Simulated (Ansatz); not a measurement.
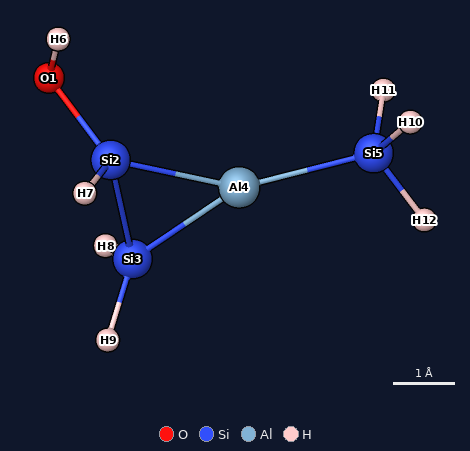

The starting structure (ball-and-stick view, seen at a tilt; atoms are numbered from 1 in the order of the input). Sticks mark near contacts. Bond lengths as drawn: Al–Si 2.27 to 2.30 Å, H–O 1.02 Å, H–Si 1.45 to 1.46 Å, O–Si 1.74 Å and Si–Si 2.27 Å.

## AlSi3H7O: nudged elastic band (part 1 of 2)

System: AlSi3H7O.
Method: RKS r2SCANh-D4/STO-3G (Ansatz 0.2.0).

The run did not end well. It belongs to a series of runs on one base structure; here: band between the two ends.

**The input**
```yaml
crystal:
  periodic: [false, false, false]
  atoms:
    - { symbol: O, position_ang: [-2.226475, 1.374414, 1.56943] }
    - { symbol: Si, position_ang: [-0.56769, 0.867465, 1.428474] }
    - { symbol: Si, position_ang: [-0.08065, -1.348714, 1.499165] }
    - { symbol: Al, position_ang: [0.464672, -0.121076, -0.337987] }
    - { symbol: Si, position_ang: [1.088538, -0.179857, -2.549106] }
    - { symbol: H, position_ang: [-2.173388, 2.365999, 1.33627] }
    - { symbol: H, position_ang: [0.257211, 1.635088, 2.356774] }
    - { symbol: H, position_ang: [-1.172277, -2.299456, 1.448389] }
    - { symbol: H, position_ang: [0.815318, -1.766878, 2.557419] }
    - { symbol: H, position_ang: [1.686351, 1.053516, -3.008879] }
    - { symbol: H, position_ang: [-0.053615, -0.411609, -3.405939] }
    - { symbol: H, position_ang: [2.038904, -1.224094, -2.859911] }
basis:
  gaussian: { orbitals: STO-3G }
hamiltonian:
  xc: r2scanh
  dispersion: d4
neb:
  order_check: false
  images: 9
  f_tol: 0.05
  max_iterations: 15
  final_atoms:
    - { symbol: O, position_ang: [-2.33638625, 0.90760306, 0.58252774] }
    - { symbol: Si, position_ang: [-0.84983811, 0.94157443, 1.42037421] }
    - { symbol: Si, position_ang: [-0.39855967, -1.14327816, 1.8566358] }
    - { symbol: Al, position_ang: [1.05301879, 0.09728661, 0.31619069] }
    - { symbol: Si, position_ang: [0.85479306, 0.20936278, -1.97069599] }
    - { symbol: H, position_ang: [-2.32888742, 1.72416989, -0.02461744] }
    - { symbol: H, position_ang: [2.414367, 0.24941743, 0.9322196] }
    - { symbol: H, position_ang: [-1.18986242, -2.32135496, 1.56186814] }
    - { symbol: H, position_ang: [0.43463251, -1.43746171, 3.00095548] }
    - { symbol: H, position_ang: [1.34967526, 1.44812922, -2.53006005] }
    - { symbol: H, position_ang: [-0.50602984, 0.10454546, -2.45028572] }
    - { symbol: H, position_ang: [1.57997609, -0.83519605, -2.66101346] }
  initial_path:
    images:
      - { positions_ang: [[-2.226475, 1.374414, 1.56943], [-0.56769, 0.867465, 1.428474], [-0.08065, -1.348714, 1.499165], [0.464672, -0.121076, -0.337987], [1.088538, -0.179857, -2.549106], [-2.173388, 2.365999, 1.33627], [0.257211, 1.635088, 2.356774], [-1.172277, -2.299456, 1.448389], [0.815318, -1.766878, 2.557419], [1.686351, 1.053516, -3.008879], [-0.053615, -0.411609, -3.405939], [2.038904, -1.224094, -2.859911]] }
      - { positions_ang: [[-2.22774138, 1.32641201, 1.53703327], [-0.58168048, 0.86162973, 1.48870014], [-0.12072494, -1.34419609, 1.54720573], [0.49643637, -0.110278, -0.2937134], [1.07825741, -0.14738379, -2.52762743], [-2.19148534, 2.30244603, 1.24769699], [0.41902292, 1.53686299, 2.11897787], [-1.22136702, -2.26286125, 1.46311419], [0.80668706, -1.75620375, 2.60132942], [1.6675907, 1.10428178, -2.95580938], [-0.08535346, -0.37654098, -3.35831961], [2.03725717, -1.18937068, -2.83448878]] }
      - { positions_ang: [[-2.22900776, 1.27841001, 1.50463653], [-0.59567096, 0.85579447, 1.54892628], [-0.16079989, -1.33967818, 1.59524645], [0.52820073, -0.09948001, -0.24943979], [1.06797682, -0.11491058, -2.50614887], [-2.20958268, 2.23889306, 1.15912398], [0.58083485, 1.43863798, 1.88118174], [-1.27045704, -2.2262665, 1.47783939], [0.79805612, -1.74552951, 2.64523983], [1.6488304, 1.15504756, -2.90273976], [-0.11709192, -0.34147296, -3.31070022], [2.03561034, -1.15464736, -2.80906656]] }
      - { positions_ang: [[-2.23027414, 1.23040802, 1.4722398], [-0.60966144, 0.8499592, 1.60915242], [-0.20087483, -1.33516026, 1.64328718], [0.5599651, -0.08868201, -0.20516619], [1.05769623, -0.08243737, -2.4846703], [-2.22768002, 2.17534009, 1.07055097], [0.74264677, 1.34041297, 1.64338561], [-1.31954706, -2.18967175, 1.49256458], [0.78942518, -1.73485526, 2.68915025], [1.6300701, 1.20581335, -2.84967014], [-0.14883039, -0.30640493, -3.26308084], [2.0339635, -1.11992404, -2.78364434]] }
      - { positions_ang: [[-2.23154052, 1.18240603, 1.43984306], [-0.62365192, 0.84412394, 1.66937856], [-0.24094978, -1.33064235, 1.69132791], [0.59172947, -0.07788402, -0.16089258], [1.04741564, -0.04996416, -2.46319173], [-2.24577736, 2.11178712, 0.98197796], [0.90445869, 1.24218796, 1.40558948], [-1.36863708, -2.153077, 1.50728977], [0.78079424, -1.72418102, 2.73306066], [1.6113098, 1.25657913, -2.79660052], [-0.18056885, -0.27133691, -3.21546145], [2.03231667, -1.08520072, -2.75822212]] }
      - { positions_ang: [[-2.2328069, 1.13440404, 1.40744633], [-0.6376424, 0.83828867, 1.7296047], [-0.28102472, -1.32612444, 1.73936863], [0.62349383, -0.06708602, -0.11661898], [1.03713505, -0.01749095, -2.44171317], [-2.2638747, 2.04823415, 0.89340495], [1.06627062, 1.14396295, 1.16779335], [-1.4177271, -2.11648225, 1.52201496], [0.7721633, -1.71350677, 2.77697108], [1.5925495, 1.30734491, -2.74353091], [-0.21230731, -0.23626889, -3.16784206], [2.03066984, -1.0504774, -2.7327999]] }
      - { positions_ang: [[-2.25352277, 1.08904384, 1.24246261], [-0.68008154, 0.85894582, 1.6677586], [-0.30453171, -1.28955518, 1.76282207], [0.70939882, -0.0342115, -0.03005705], [1.00066666, 0.0278798, -2.34750973], [-2.27687724, 1.9834213, 0.70980047], [1.33588989, 0.96505385, 1.1206786], [-1.37215417, -2.15745679, 1.5299856], [0.70465714, -1.65829776, 2.82176796], [1.54397465, 1.33550177, -2.70083673], [-0.27105182, -0.16810602, -3.02433079], [1.94053109, -1.00742113, -2.71844261]] }
      - { positions_ang: [[-2.27423864, 1.04368365, 1.07747889], [-0.72252069, 0.87960297, 1.6059125], [-0.3280387, -1.25298593, 1.7862755], [0.79530382, -0.00133697, 0.05650489], [0.96419826, 0.07325054, -2.2533063], [-2.28987979, 1.91860845, 0.526196], [1.60550917, 0.78614474, 1.07356385], [-1.32658123, -2.19843133, 1.53795624], [0.63715098, -1.60308875, 2.86656484], [1.4953998, 1.36365864, -2.65814256], [-0.32979632, -0.09994315, -2.88081952], [1.85039234, -0.96436486, -2.70408532]] }
      - { positions_ang: [[-2.29495451, 0.99832345, 0.91249518], [-0.76495983, 0.90026013, 1.5440664], [-0.35154569, -1.21641667, 1.80972893], [0.88120881, 0.03153756, 0.14306682], [0.92772986, 0.11862129, -2.15910286], [-2.30288233, 1.8537956, 0.34259152], [1.87512845, 0.60723564, 1.0264491], [-1.28100829, -2.23940588, 1.54592687], [0.56964482, -1.54787974, 2.91136172], [1.44682495, 1.3918155, -2.61544839], [-0.38854083, -0.03178028, -2.73730825], [1.76025359, -0.92130859, -2.68972803]] }
      - { positions_ang: [[-2.31567038, 0.95296326, 0.74751146], [-0.80739897, 0.92091728, 1.48222031], [-0.37505268, -1.17984742, 1.83318236], [0.9671138, 0.06441208, 0.22962876], [0.89126146, 0.16399203, -2.06489943], [-2.31588487, 1.78898274, 0.15898704], [2.14474772, 0.42832654, 0.97933435], [-1.23543536, -2.28038042, 1.55389751], [0.50213867, -1.49267072, 2.9561586], [1.3982501, 1.41997236, -2.57275422], [-0.44728534, 0.03638259, -2.59379699], [1.67011484, -0.87825232, -2.67537075]] }
      - { positions_ang: [[-2.33638625, 0.90760306, 0.58252774], [-0.84983811, 0.94157443, 1.42037421], [-0.39855967, -1.14327816, 1.8566358], [1.05301879, 0.09728661, 0.31619069], [0.85479306, 0.20936278, -1.97069599], [-2.32888742, 1.72416989, -0.02461744], [2.414367, 0.24941743, 0.9322196], [-1.18986242, -2.32135496, 1.56186814], [0.43463251, -1.43746171, 3.00095548], [1.34967526, 1.44812922, -2.53006005], [-0.50602984, 0.10454546, -2.45028572], [1.57997609, -0.83519605, -2.66101346]] }
```

Hardware: 1 thread of Intel Xeon @ 2.50GHz (Skylake/Cascade Lake), 64 GiB of memory available, shared host.

Launched with:
```bash
ansatz run input.yaml --threads 1 --pin off --max-ram 2048MiB --backend cpu --events-out ev --progress --plain --runs-dir out
```

**The program's output**
```
Engine: ansatz 0.2.0, x86_64-unknown-linux-gnu
Functional definition: r2SCANh
  parameter a = 0.1
  parameter k0 = 0.174
  parameter k1 = 0.065
  parameter a1 = 4.9479
  exchange = (1 - a)*r2scan_x(k0 = k0, k1 = k1, a1 = a1) + a*exact_x
  correlation = r2scan_c
619 factors; integrals over basis functions are off by at most 1.3e-5 eV
mean field evaluation 1: about -32001.2185 eV, gradient 2.8e1 eV
mean field evaluation 2: about -31940.5461 eV, gradient 1.1e2 eV
mean field evaluation 4: about -32004.1443 eV, gradient 3.4e0 eV
mean field evaluation 8: about -32004.1534 eV, gradient 3.1e-2 eV
mean field -32004.15342839 eV, -1176.1309452992 hartree, gradient 7.4e-5 eV, S^2 0.000000; 0 other end points of the search recorded, 0 dependent functions left out
the calculation of the forces begins
reference -32004.15343631 eV, -1176.1309455900 hartree; 35, 35 occupied and 13, 13 virtual orbitals, 619 factors
623 factors; integrals over basis functions are off by at most 2.3e-5 eV
mean field evaluation 16: about -31981.0452 eV, gradient 8.8e1 eV
mean field -32004.44570770 eV, -1176.1416863656 hartree, gradient 4.1e-5 eV, S^2 0.000000; 0 other end points of the search recorded, 0 dependent functions left out
[... from here on the field's lines of each further geometry are left out, up to the last ...]
NEB iter   1: max|band force component| = 4.963e0 eV/Å  barrier→ = 4.0937 eV  barrier← = 4.3995 eV  Δτ_max = 0.2000 Å  (320 SCF iters)
NEB iter   2: max|band force component| = 2.950e0 eV/Å  barrier→ = 1.9837 eV  barrier← = 2.2895 eV  Δτ_max = 0.2000 Å  (254 SCF iters)
NEB iter   3: max|band force component| = 2.611e0 eV/Å  barrier→ = 1.8013 eV  barrier← = 2.1070 eV  Δτ_max = 0.2000 Å  (251 SCF iters)
NEB iter   4: max|band force component| = 1.545e0 eV/Å  barrier→ = 1.5149 eV  barrier← = 1.8206 eV  Δτ_max = 0.1997 Å  (250 SCF iters)
NEB iter   5: max|band force component| = 1.961e0 eV/Å  barrier→ = 1.4032 eV  barrier← = 1.7089 eV  Δτ_max = 0.1017 Å  (256 SCF iters)
NEB iter   6: max|band force component| = 1.933e0 eV/Å  barrier→ = 1.5352 eV  barrier← = 1.8409 eV  Δτ_max = 0.0507 Å  (231 SCF iters)
NEB iter   7: max|band force component| = 1.469e0 eV/Å  barrier→ = 1.4894 eV  barrier← = 1.7951 eV  Δτ_max = 0.0506 Å  (226 SCF iters)
NEB iter   8: max|band force component| = 6.641e-1 eV/Å  barrier→ = 1.4416 eV  barrier← = 1.7474 eV  Δτ_max = 0.1006 Å  (230 SCF iters)
NEB iter   9: max|band force component| = 5.744e-1 eV/Å  barrier→ = 1.3825 eV  barrier← = 1.6883 eV  Δτ_max = 0.2000 Å  (227 SCF iters)
NEB iter  10: max|band force component| = 2.464e0 eV/Å  barrier→ = 1.2578 eV  barrier← = 1.5636 eV  Δτ_max = 0.1032 Å  (252 SCF iters)
NEB iter  11: max|band force component| = 6.969e-1 eV/Å  barrier→ = 1.1060 eV  barrier← = 1.4117 eV  Δτ_max = 0.2000 Å  (226 SCF iters)
NEB iter  12: max|band force component| = 1.111e0 eV/Å  barrier→ = 1.0031 eV  barrier← = 1.3089 eV  Δτ_max = 0.1006 Å  (250 SCF iters)
NEB iter  13: max|band force component| = 7.649e-1 eV/Å  barrier→ = 0.8937 eV  barrier← = 1.1995 eV  Δτ_max = 0.0998 Å  (231 SCF iters)
NEB iter  14: max|band force component| = 1.230e0 eV/Å  barrier→ = 0.8235 eV  barrier← = 1.1292 eV  Δτ_max = 0.0501 Å  (221 SCF iters)
the calculation of the forces begins
reference -32004.27475678 eV, -1176.1354040350 hartree; 35, 35 occupied and 13, 13 virtual orbitals, 622 factors
these checks for a lower state are left out or cut short: starts, cluster_reference, orbital_swaps, neighbouring_geometries, increment
622 factors; integrals over basis functions are off by at most 2.5e-5 eV
mean field evaluation 1088: about -32004.4478 eV, gradient 1.0e0 eV
mean field -32004.41545050 eV, -1176.1405744338 hartree, gradient 1.7e-5 eV, S^2 0.000000; 0 other end points of the search recorded, 0 dependent functions left out
the calculation of the forces begins
reference -32004.41545826 eV, -1176.1405747193 hartree; 35, 35 occupied and 13, 13 virtual orbitals, 622 factors
NEB iter  15: max|band force component| = 6.174e-1 eV/Å  barrier→ = 0.8028 eV  barrier← = 1.1085 eV  Δτ_max = 0.1012 Å  (229 SCF iters)
```

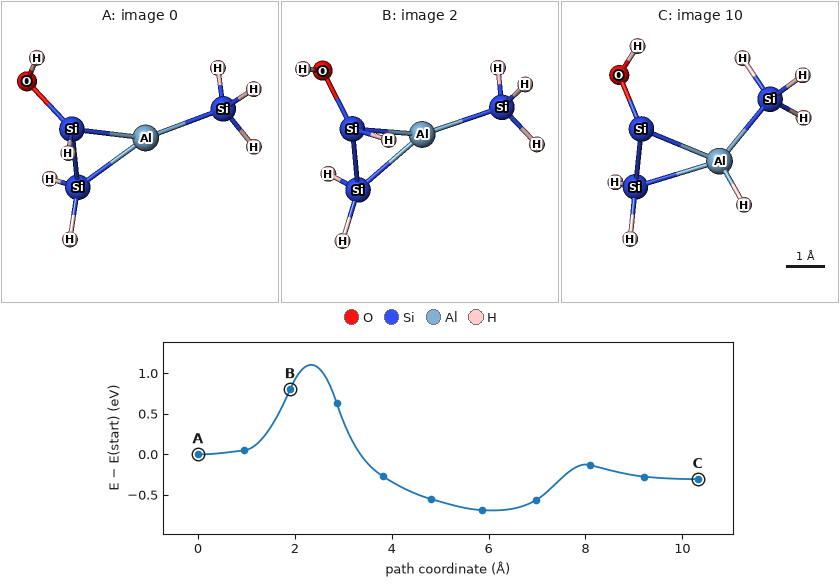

Images of the last band (counted from 0; ball-and-stick, seen at a tilt) above the energy along the path; the line is a cubic interpolation that uses the forces. The highest image is number 2, 0.803 eV above the start and 1.109 eV above the end; the end lies 0.306 eV below the start. The path is 10.31 Å long. The band had not converged after 15 iterations.
